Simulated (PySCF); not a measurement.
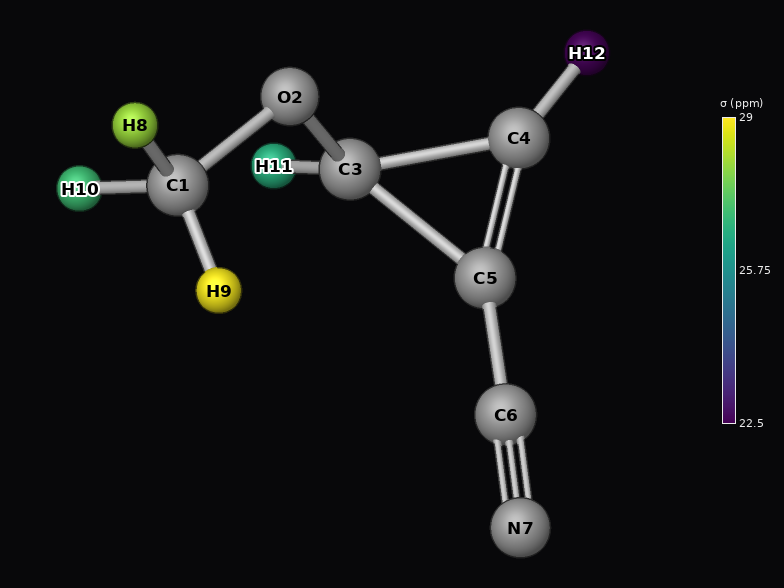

Atoms are coloured by their isotropic NMR shieldings (H only, the others grey). Geometry: a frame of a GFN2-xTB molecular-dynamics simulation, not a minimum. Method: GIAO PBE0/pcSseg-1 NMR shielding, non-relativistic, gas phase (PySCF 2.14.0).

List the isotropic NMR shieldings of the H atoms.

```csv
atom,σ (ppm)
H8,28.01
H9,28.90
H10,26.99
H11,26.62
H12,22.56
```
